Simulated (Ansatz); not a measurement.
# GeMe(OiPr)3 (C₁₀H₂₄GeO₃): Born-Oppenheimer dynamics

What does GeMe(OiPr)3 (C₁₀H₂₄GeO₃) do in its first 15 fs at constant energy, with the temperature set to 700 K?

Method: r2SCAN/def2-SVP with D3(BJ) dispersion; program: Ansatz 0.2.0, Gaussian basis.

## 1. Structure used throughout

An earlier r2SCAN-D4/def2-SVP relaxation fixed the geometry.

38 atoms, charge 0, spin multiplicity 1.

Atoms are counted from 1 here; the program's logs count them from 0.

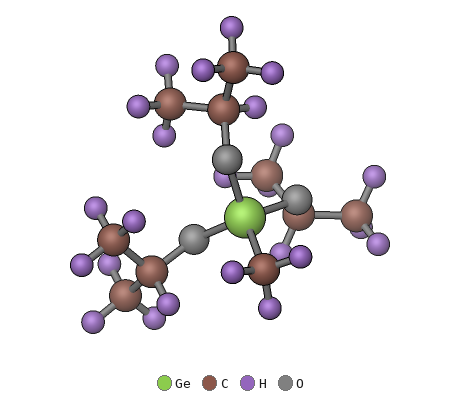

The geometry (germanium green, carbon brown, hydrogen purple, oxygen grey).

Geometry (Å):

```xyz
38

Ge    0.26220   -0.17478    1.07096
C     0.63397    0.23438    2.91755
H    -0.25807    0.64541    3.41127
H     1.45772    0.95903    2.98779
H     0.93315   -0.69185    3.42828
O     1.81290   -0.60070    0.32928
C     1.87237   -1.27131   -0.93663
C     3.18472   -2.03461   -0.97356
C     1.74643   -0.26658   -2.07355
H     1.03352   -1.99318   -0.99855
H     4.03033   -1.33409   -0.88027
H     3.29137   -2.59006   -1.91861
H     3.23613   -2.74832   -0.13797
H     0.79519    0.28341   -2.00227
H     2.56932    0.46557   -2.02459
H     1.78531   -0.77154   -3.05225
O    -0.56115    1.15868    0.21169
C    -0.24778    2.52328    0.49424
C    -1.37038    3.36568   -0.08605
C     1.11564    2.89898   -0.07249
H    -0.22727    2.67689    1.59537
H    -1.41910    3.22112   -1.17725
H    -1.21083    4.43562    0.11997
H    -2.33738    3.06352    0.34292
H     1.90747    2.24379    0.32552
H     1.11294    2.78877   -1.16875
H     1.37151    3.94207    0.17351
O    -0.81197   -1.55977    0.83198
C    -2.15885   -1.44269    0.35398
C    -2.91981   -2.64290    0.89078
C    -2.17162   -1.36876   -1.16598
H    -2.61322   -0.51270    0.75123
H    -2.46322   -3.57335    0.51646
H    -3.97431   -2.61605    0.57379
H    -2.88242   -2.66277    1.99051
H    -1.62804   -0.47483   -1.50692
H    -1.69313   -2.26574   -1.59294
H    -3.20367   -1.30955   -1.54841
```

## 2. Dynamics

in.yaml

```yaml
crystal:
  periodic: [false, false, false]
  atoms:
    - {symbol: Ge, position_ang: [0.262196, -0.174785, 1.070956]}
    - {symbol: C, position_ang: [0.633973, 0.234376, 2.917548]}
    - {symbol: H, position_ang: [-0.258070, 0.645409, 3.411270]}
    - {symbol: H, position_ang: [1.457723, 0.959025, 2.987789]}
    - {symbol: H, position_ang: [0.933151, -0.691849, 3.428285]}
    - {symbol: O, position_ang: [1.812903, -0.600703, 0.329280]}
    - {symbol: C, position_ang: [1.872373, -1.271314, -0.936628]}
    - {symbol: C, position_ang: [3.184716, -2.034611, -0.973559]}
    - {symbol: C, position_ang: [1.746427, -0.266584, -2.073545]}
    - {symbol: H, position_ang: [1.033518, -1.993181, -0.998550]}
    - {symbol: H, position_ang: [4.030326, -1.334091, -0.880267]}
    - {symbol: H, position_ang: [3.291368, -2.590057, -1.918610]}
    - {symbol: H, position_ang: [3.236133, -2.748323, -0.137969]}
    - {symbol: H, position_ang: [0.795186, 0.283406, -2.002274]}
    - {symbol: H, position_ang: [2.569317, 0.465574, -2.024587]}
    - {symbol: H, position_ang: [1.785308, -0.771540, -3.052251]}
    - {symbol: O, position_ang: [-0.561155, 1.158678, 0.211689]}
    - {symbol: C, position_ang: [-0.247779, 2.523283, 0.494240]}
    - {symbol: C, position_ang: [-1.370379, 3.365684, -0.086050]}
    - {symbol: C, position_ang: [1.115641, 2.898977, -0.072489]}
    - {symbol: H, position_ang: [-0.227266, 2.676892, 1.595369]}
    - {symbol: H, position_ang: [-1.419098, 3.221115, -1.177254]}
    - {symbol: H, position_ang: [-1.210833, 4.435622, 0.119965]}
    - {symbol: H, position_ang: [-2.337380, 3.063515, 0.342920]}
    - {symbol: H, position_ang: [1.907473, 2.243794, 0.325518]}
    - {symbol: H, position_ang: [1.112936, 2.788769, -1.168750]}
    - {symbol: H, position_ang: [1.371511, 3.942068, 0.173511]}
    - {symbol: O, position_ang: [-0.811968, -1.559768, 0.831980]}
    - {symbol: C, position_ang: [-2.158854, -1.442688, 0.353981]}
    - {symbol: C, position_ang: [-2.919805, -2.642903, 0.890776]}
    - {symbol: C, position_ang: [-2.171615, -1.368763, -1.165980]}
    - {symbol: H, position_ang: [-2.613219, -0.512705, 0.751230]}
    - {symbol: H, position_ang: [-2.463219, -3.573350, 0.516457]}
    - {symbol: H, position_ang: [-3.974310, -2.616051, 0.573792]}
    - {symbol: H, position_ang: [-2.882416, -2.662771, 1.990511]}
    - {symbol: H, position_ang: [-1.628036, -0.474832, -1.506924]}
    - {symbol: H, position_ang: [-1.693126, -2.265744, -1.592938]}
    - {symbol: H, position_ang: [-3.203670, -1.309547, -1.548413]}
basis:
  gaussian: {orbitals: def2-SVP}
magnetization: {spin_polarized: true, initial_magnetization: 0}
hamiltonian: {xc: {name: r2SCAN}, dispersion: d3bj}
md: {timestep: 1 fs, n_steps: 15, ensemble: nve, temperature: 700, initial_velocities: maxwell_boltzmann, seed: 762}
scf: {omitted_lower_state_checks: [starts]}
```

The run is started by

```console
ansatz run in.yaml --threads 2 --pin off --events-out ev --progress --plain --max-ram 22528MiB --backend cuda --devices 0, --max-vram 18GiB
```

The program printed, shortened:

```text
Warning: the engine holds no damping parameters fitted to this dispersion correction and functional, so the run takes those fitted to r2scan beside the three-body term, which d3bj leaves out (hamiltonian.dispersion, under Limitations)
Functional definition: r2SCAN
  name "r2SCAN"
  cite "Furness, Kaplan, Ning, Perdew & Sun, J. Phys. Chem. Lett. 11, 8208 (2020) doi:10.1021/acs.jpclett.0c02405"
  cite "Furness, Kaplan, Ning, Perdew & Sun, J. Phys. Chem. Lett. 11, 9248 (2020) doi:10.1021/acs.jpclett.0c03077"
  parent r2scan
[...]
3752 factors; their error is unknown
[...]
mean field -73394.30412695 eV, -2697.1909282194 hartree, gradient 2.8e-5 eV, S^2 0.000000; 0 other end points of the search recorded, 0 dependent functions left out
[...]
reference -73394.30414777 eV, -2697.1909289845 hartree; 70, 70 occupied and 264, 264 virtual orbitals, 3752 factors
md step     0: t =     0.00 fs  T =   700.0 K  F+E_penalty+E_count = -73394.65882069 eV  E_kin = 3.257352 eV  conserved = -73391.40146872 eV  (36 SCF iters)
[...]
md step     4: t =     4.00 fs  T =   383.8 K  F+E_penalty+E_count = -73393.13861234 eV  E_kin = 1.786145 eV  conserved = -73391.35246688 eV  (35 SCF iters, 3 dispersion substeps)
[...]
md step     8: t =     8.00 fs  T =   257.5 K  F+E_penalty+E_count = -73392.51632864 eV  E_kin = 1.198262 eV  conserved = -73391.31806617 eV  (35 SCF iters, 3 dispersion substeps)
[...]
Atom 21 at    -1.214358     3.310696    -1.149845 Å, force    -0.091683    -0.237733     0.090985 eV/Å
Atom 22 at    -1.063666     4.421398     0.204629 Å, force    -0.748478    -0.207545     0.123632 eV/Å
Atom 23 at    -2.315561     3.012546     0.225458 Å, force    -0.310460     0.422763     0.202246 eV/Å
Atom 24 at     1.899920     2.165639     0.105698 Å, force    -0.095355     0.732987     0.281809 eV/Å
Atom 25 at     0.914507     2.633389    -1.224683 Å, force    -0.421538    -0.222853    -0.406485 eV/Å
Atom 26 at     1.243932     3.921595    -0.128347 Å, force     0.553909    -0.022491     0.416998 eV/Å
Atom 27 at    -0.772193    -1.575678     0.724298 Å, force    -0.043246     0.365565     0.212577 eV/Å
Atom 28 at    -2.141689    -1.451442     0.325718 Å, force     0.565615     0.082885    -1.689224 eV/Å
Atom 29 at    -2.928453    -2.593941     0.914677 Å, force     0.266071     0.019338     0.101309 eV/Å
Atom 30 at    -2.299230    -1.363803    -1.207296 Å, force    -0.717608    -0.840691    -0.001148 eV/Å
Atom 31 at    -2.512508    -0.450007     0.561872 Å, force    -0.414065     0.127817     1.154399 eV/Å
Atom 32 at    -2.482773    -3.610658     0.790627 Å, force     0.033614     0.636240    -0.480598 eV/Å
Atom 33 at    -3.920672    -2.555073     0.438056 Å, force    -0.200310    -0.256300     0.628691 eV/Å
Atom 34 at    -2.902198    -2.432389     1.992078 Å, force    -0.691809    -0.083895     0.478534 eV/Å
Atom 35 at    -1.950373    -0.379178    -1.574692 Å, force     0.368976    -0.558451    -0.197798 eV/Å
Atom 36 at    -1.912882    -2.285424    -1.688236 Å, force     0.606928     0.541563    -0.180245 eV/Å
Atom 37 at    -3.384197    -1.435912    -1.473720 Å, force     0.328030     0.345794     0.338883 eV/Å
Dipole moment:    -0.180506     0.338463     0.239143 e Å
Checks for a lower state left out: starts
```

Run time: 85 s. Hardware: 1 × H100 (card shared with other runs) with 2 threads of AMD EPYC 7R13, shared host; peak host memory 1.3 GiB.

## 3. The trajectory

Step by step, with energies from the first frame:

```csv
time (fs),T (K),potential (meV),conserved (meV),C8–H12 (Å)
0.0,700,0.0,0.00,1.101
1.0,630,352.7,25.26,1.158
2.0,489,1049.2,68.71,1.199
3.0,400,1468.8,73.30,1.215
4.0,384,1520.2,49.00,1.203
5.0,376,1546.3,37.52,1.165
6.0,334,1745.0,41.94,1.109
7.0,273,2044.8,59.85,1.050
8.0,258,2142.5,83.40,1.011
9.0,347,1711.4,67.25,1.013
10.0,490,999.5,21.55,1.053
11.0,559,664.5,9.02,1.113
12.0,514,906.6,39.21,1.168
13.0,435,1301.3,68.27,1.205
14.0,404,1434.8,59.34,1.216
15.0,405,1412.0,40.58,1.199
```

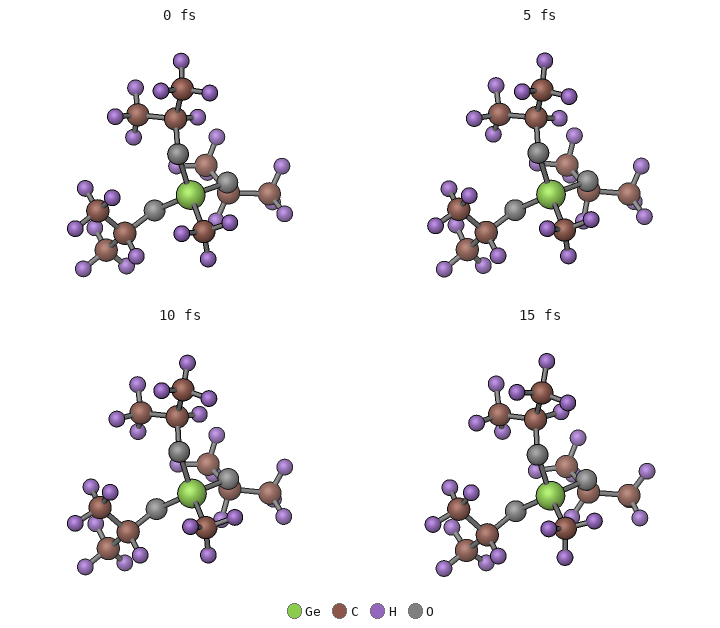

Four frames; sticks are those of the first frame.

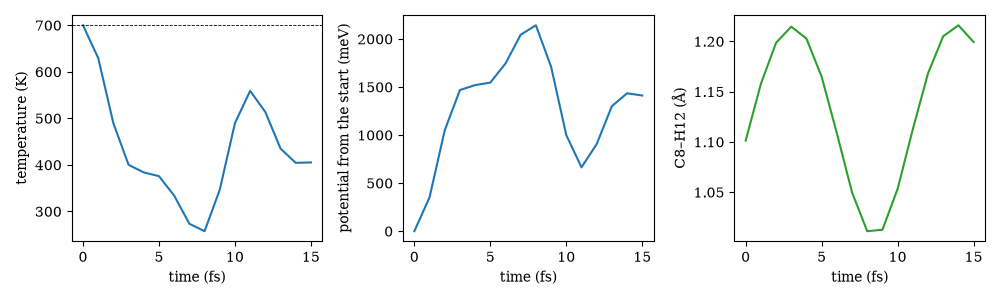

Temperature (the set value dashed), potential energy and the bond that swings most.

Positions (Å) and forces (eV/Å) at 15.0 fs:

```xyz
38

Ge    0.254   -0.153    1.070    0.175   -1.282    0.004
C     0.737    0.127    2.893   -0.705    0.950    0.167
H     0.007    0.725    3.439   -0.653    0.100   -0.018
H     1.662    0.671    3.105    0.523   -0.571   -0.334
H     0.640   -0.872    3.277    0.573   -0.773    0.729
O     1.765   -0.570    0.294    0.171    0.183    0.349
C     1.901   -1.254   -0.918   -0.332   -2.779   -0.530
C     3.270   -1.928   -0.812    0.416   -1.448   -1.789
C     1.702   -0.318   -2.083    1.036   -0.819   -0.833
H     1.160   -2.192   -1.037    0.856    1.959    0.485
H     4.091   -1.177   -0.906   -0.227   -0.359    0.414
H     3.452   -2.734   -1.681   -0.461    1.629    1.696
H     3.258   -2.474    0.162    0.461    0.356   -0.489
H     0.630   -0.100   -2.109   -0.044    0.668   -0.256
H     2.380    0.561   -1.905   -0.742   -0.311   -0.404
H     1.997   -0.856   -3.054   -0.378    0.780    1.051
O    -0.546    1.147    0.260   -1.081    0.577   -0.090
C    -0.239    2.489    0.600    0.275    0.453   -2.904
C    -1.322    3.372   -0.054    0.865    0.022    0.591
C     1.052    2.840   -0.165    0.375   -0.346    0.584
H    -0.137    2.625    1.678   -0.091    0.166    0.503
H    -1.214    3.311   -1.150   -0.092   -0.238    0.091
H    -1.064    4.421    0.205   -0.748   -0.208    0.124
H    -2.316    3.013    0.225   -0.310    0.423    0.202
H     1.900    2.166    0.106   -0.095    0.733    0.282
H     0.915    2.633   -1.225   -0.422   -0.223   -0.406
H     1.244    3.922   -0.128    0.554   -0.022    0.417
O    -0.772   -1.576    0.724   -0.043    0.366    0.213
C    -2.142   -1.451    0.326    0.566    0.083   -1.689
C    -2.928   -2.594    0.915    0.266    0.019    0.101
C    -2.299   -1.364   -1.207   -0.718   -0.841   -0.001
H    -2.513   -0.450    0.562   -0.414    0.128    1.154
H    -2.483   -3.611    0.791    0.034    0.636   -0.481
H    -3.921   -2.555    0.438   -0.200   -0.256    0.629
H    -2.902   -2.432    1.992   -0.692   -0.084    0.479
H    -1.950   -0.379   -1.575    0.369   -0.558   -0.198
H    -1.913   -2.285   -1.688    0.607    0.542   -0.180
H    -3.384   -1.436   -1.474    0.328    0.346    0.339
```

## 4. Outcome

```
                              quantity                          value
                                length             15 steps of 1.0 fs
     temperature, first and last frame                     700, 405 K
              temperature, second half  mean 426 K, from 258 to 559 K
                swing of the potential                       2142 meV
largest change of the conserved energy                      83.40 meV
                       range of C8–H12               1.011 to 1.216 Å
```

**Reading.** From 700 K at the start the temperature swings between 258 and 700 K: with 38 atoms it has no steady value yet; starting near a minimum, about half of the kinetic energy flows into the potential. The conserved energy moves by 83.40 meV, 3.9 % of the potential's swing. C8–H12 swings most, by 0.20 Å; no bond breaks. A run of 15 fs gives no averages.
